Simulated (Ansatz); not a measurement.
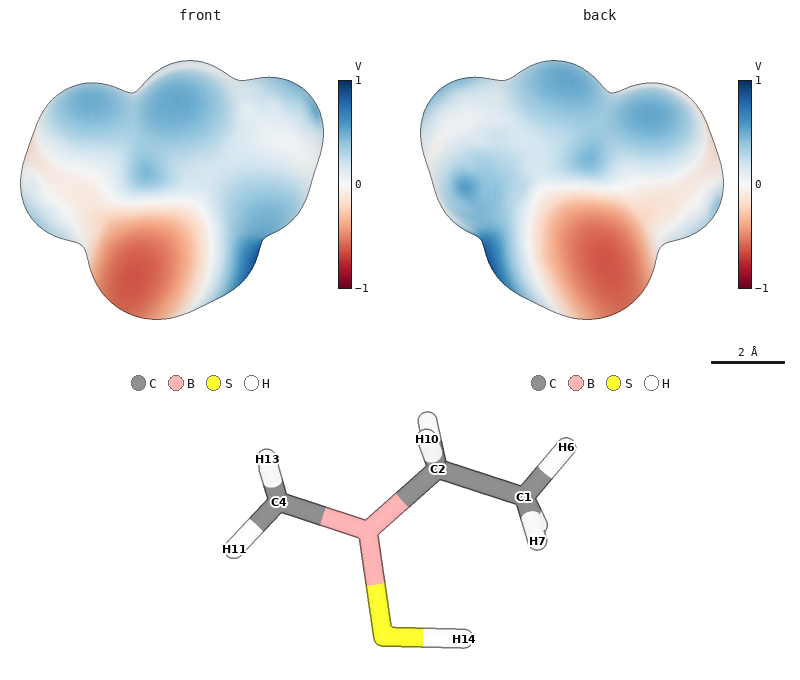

C3H9BS (SMILES CCB(C)S). The molecular electrostatic potential painted on the density surface at 0.001 e/bohr³, seen from the front and from behind; the colour scale runs from red (negative) to blue (positive). The bare structure is drawn below in the same view.

Geometry: PBE0-D4/def2-TZVP.

Theory: RKS PBE0-D4/def2-TZVPP (Ansatz 0.2.0).

Input file:

```
crystal:
  periodic: [false, false, false]
  atoms:
    - {symbol: C, position_ang: [-0.937470, 1.696542, -0.128655]}
    - {symbol: C, position_ang: [0.027822, 0.689241, 0.474787]}
    - {symbol: B, position_ang: [0.229778, -0.709808, -0.212805]}
    - {symbol: C, position_ang: [1.147243, -1.793688, 0.457359]}
    - {symbol: S, position_ang: [-0.550459, -1.181383, -1.758001]}
    - {symbol: H, position_ang: [-0.979346, 2.616953, 0.458588]}
    - {symbol: H, position_ang: [-0.642187, 1.976447, -1.143870]}
    - {symbol: H, position_ang: [-1.954502, 1.297557, -0.178076]}
    - {symbol: H, position_ang: [-0.242851, 0.487790, 1.520876]}
    - {symbol: H, position_ang: [1.031382, 1.133014, 0.550491]}
    - {symbol: H, position_ang: [1.369624, -2.658936, -0.169690]}
    - {symbol: H, position_ang: [0.652554, -2.163561, 1.363897]}
    - {symbol: H, position_ang: [2.093077, -1.355322, 0.791492]}
    - {symbol: H, position_ang: [-1.257763, -0.064245, -1.997594]}
basis:
  gaussian: {orbitals: def2-TZVPP}
hamiltonian: {xc: pbe0, dispersion: d4}
output: {orbitals: {seedname: orbitals}}
```

Run with:

```sh
ansatz run in.yaml --threads 4 --pin off --events-out ev --progress --plain --max-ram 10444MiB
```

Where is the surface potential most negative and most positive?

The most negative region (about −0.6 V) lies over S5, the most positive (about +0.8 V) over H14.
